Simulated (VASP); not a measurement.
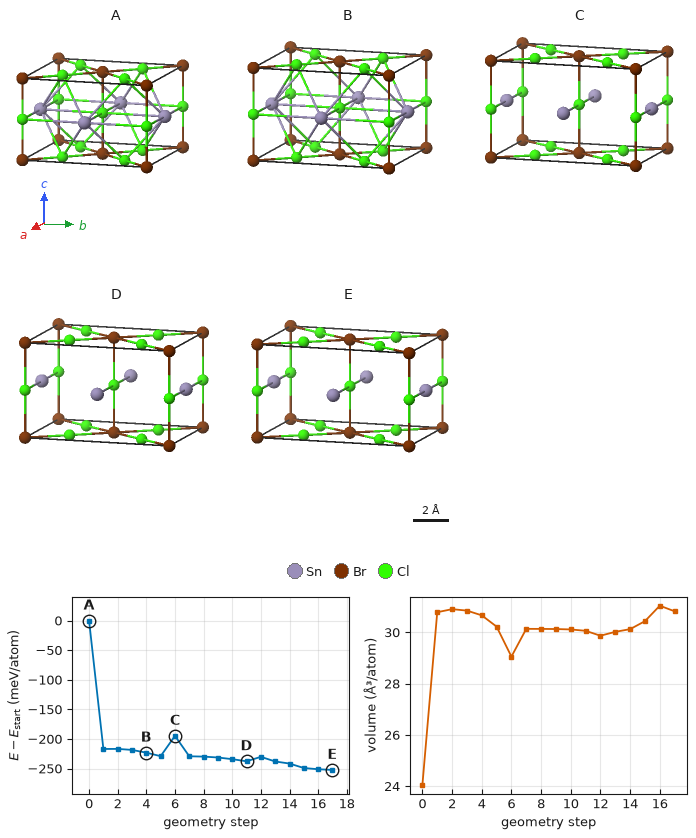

Frames of a relaxation of solid SnBrCl3 (a generated structure, set up in Cmmm), marked on the history of the run. Style: ball-and-stick. Shown: the conventional cell (2 times the calculation's cell), slightly off an axis. Lengths and directions refer to the drawn axes.

The run lets cell and atoms move.

Theory: Kohn-Sham DFT of a periodic cell, PBE, VASP PAW PBE potentials, recommended (VASP 6.6.1).

The input:
```
SYSTEM = SnBrCl3
PREC = Normal
ENCUT = 520
EDIFF = 1E-4
ISMEAR = 0
SIGMA = 0.15
LREAL = .FALSE.
LASPH = .TRUE.
NELM = 60
ALGO = Fast
ISIF = 3
LWAVE = .FALSE.
LCHARG = .FALSE.
GGA = PE
IBRION = 2
NSW = 24
EDIFFG = -0.08
```

Launched with:
```bash
cat potpaw_PBE.64/Sn_d/POTCAR potpaw_PBE.64/Br/POTCAR potpaw_PBE.64/Cl/POTCAR > POTCAR
mpirun -np 1 vasp_std > vasp.out
```

Describe the path.

Answer. The energy falls by 252 meV per atom in 17 geometry steps. All forces vanish by symmetry, so only the cell relaxes. The pressure goes from 11.88 to −0.10 GPa. No atom moves by more than 0.005 Å relative to the cell. The volume changes by +28.1 %, with a 6.755 → 6.215 Å (−8.0 %), b 7.484 → 9.148 Å (+22.2 %), c 4.758 → 5.421 Å (+13.9 %). Near-neighbour distances that change, for instance: Cl–Sn 3.742 → 4.574 Å, Cl–Sn 3.466 → 3.872 Å, Br–Cl 2.379 → 2.711 Å, Cl–Sn 3.378 → 3.107 Å. Bond angles that change, for instance: Cl–Br–Cl 95.9° → 111.6°, Cl–Br–Cl 84.1° → 68.4°. The space group stays Cmmm (No. 65). The volume changes by over a tenth within one run on a fixed set of plane waves, so the end point should be relaxed again from the new cell. From step 0 to 4: volume +27.5 %, energy −223 meV per atom. From step 4 to 6: volume −5.2 %, energy +28.4 meV per atom. From step 6 to 11: volume +3.5 %, energy −43.0 meV per atom. From step 11 to 17: volume +2.5 %, energy −14.6 meV per atom.

```
step  E − E(0), meV/atom  pressure, GPa  volume, Å³/atom
   0                0.00          11.88           24.053
   1             -216.81          -0.01           30.787
   2             -216.71          -0.24           30.907
   3             -218.42          -0.16           30.850
   4             -223.10          -0.13           30.665
   5             -228.97           0.34           30.226
   6             -194.70           2.66           29.056
   7             -229.18           0.61           30.138
   8             -229.71           0.54           30.137
   9             -231.25           0.58           30.131
  10             -234.04           0.55           30.115
  11             -237.66           0.63           30.062
  12             -230.11           1.27           29.871
  13             -237.95           0.81           30.022
  14             -241.47           0.67           30.127
  15             -249.00           0.20           30.439
  16             -251.05          -0.22           31.041
  17             -252.26          -0.10           30.823
```
